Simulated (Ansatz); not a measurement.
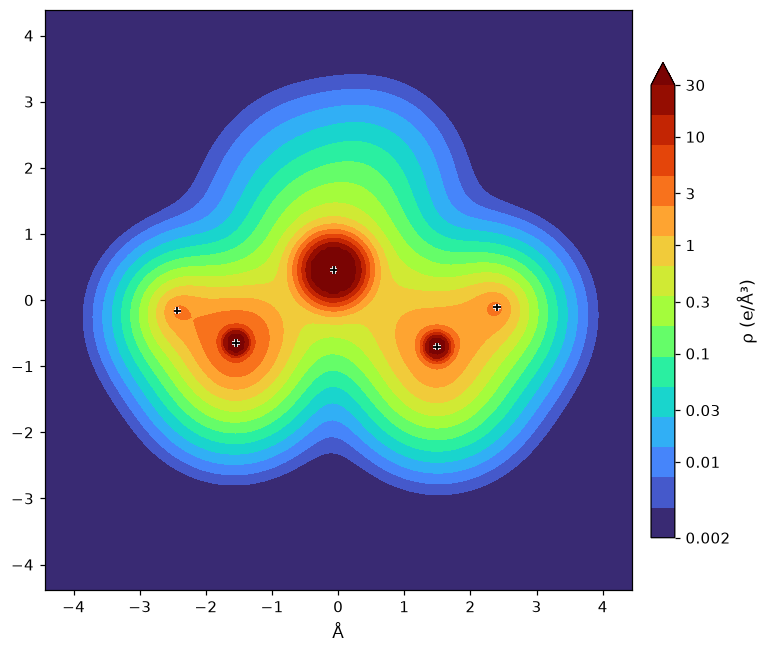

The electron density on a plane through atoms (crosses mark nuclei in the plane).

Computed with Ansatz, RKS PBE0-D4/def2-TZVPP.

Candidates:
A. C₃H₉ClHf (SMILES [CH3][Hf]([CH3])([CH3])[Cl])
B. CH₉GeN₃ (SMILES [CH3][Ge]([NH2])([NH2])[NH2])
C. CH₃Cl₃GeS (SMILES C[S][Ge]([Cl])([Cl])[Cl])

**Which system is this?**

Candidate B: CH₉GeN₃ on the plane of atoms Ge2, N3 and H10, which holds C, Ge, N and H. Ge–N (1.84 Å): ρ is about 0.97 e/Å³ halfway. C–Ge (1.95 Å): ρ at the midpoint is about 0.9 e/Å³.
